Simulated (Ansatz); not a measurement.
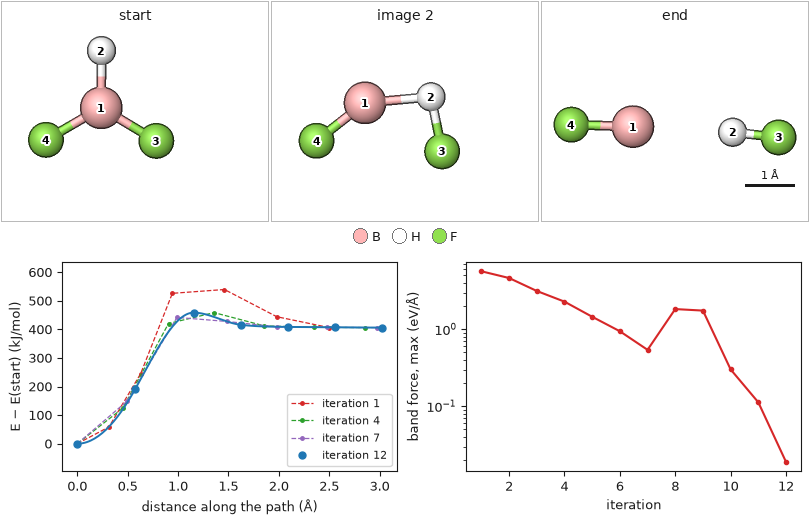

A search for the minimum-energy path of BHF2 by the nudged elastic band. Images are numbered from 0 (start) to 6 (end). The plot follows the band through its iterations. The picture is a ball-and-stick view, seen at a tilt.

Level of theory: Ansatz 0.2.0, RKS B3LYP-D4/6-31G*. Set-up: 5 movable images; climbing image; force threshold 0.03 eV/Å; iteration limit 60; starting path through a guess of the saddle point.

**How did the profile develop, and is the result final?**

The result is final at these settings. The band converged in 12 iterations. The largest component of the band force went from 5.7 to 0.019 eV/Å. The climbing image converged on the top of the path. Its vibrational analysis gives one imaginary mode (1172i cm⁻¹), as a transition state must have. The first iteration put the highest image at 539.5 kJ/mol. Forward barrier 458.7 kJ/mol, backward barrier 52.4 kJ/mol, with image 2 at the top; the reaction energy is +406.2 kJ/mol.
